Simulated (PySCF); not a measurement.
C9H7NS2, SMILES c1ccc(Sc2cccs2)nc1 at its GFN2-xTB optimised geometry (Å):

```
19

C     -2.8083    -2.0660     0.0000
C     -3.4671    -0.8390     0.0018
C     -2.7277     0.3247     0.0018
C     -1.3357     0.2065    -0.0006
S     -0.3619     1.6665    -0.0033
C      1.2907     1.0788    -0.0326
C      2.3624     1.9226    -0.0803
C      3.5914     1.2311    -0.0859
C      3.4263    -0.1137    -0.0402
S      1.7675    -0.5852     0.0072
N     -0.7118    -0.9538     0.0000
C     -1.4259    -2.0660     0.0000
H     -3.3590    -2.9927    -0.0012
H     -4.5464    -0.7973     0.0026
H     -3.1877     1.2998     0.0029
H      2.2661     2.9927    -0.1106
H      4.5464     1.7240    -0.1231
H      4.1824    -0.8732    -0.0351
H     -0.8506    -2.9814    -0.0003
```

Level of theory: B3LYP/def2-SVP (PySCF). Cells within 0.4 Å of a nucleus heavier than hydrogen are left out (blank, or x).

Map of the HOMO−1 amplitude (bohr^(-3/2)) on the plane z = 0.0 Å; orbital energy -6.63 eV, overall sign arbitrary:

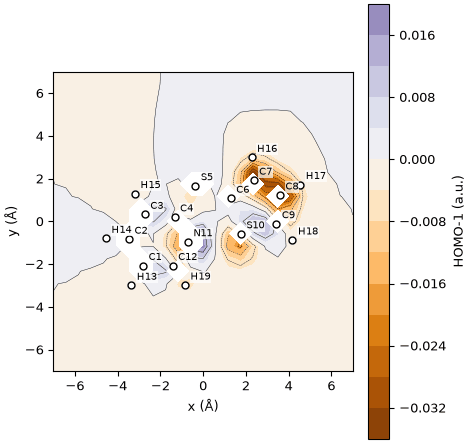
Figure. HOMO−1 amplitude (bohr^(-3/2)) on the plane z = 0.0 Å.
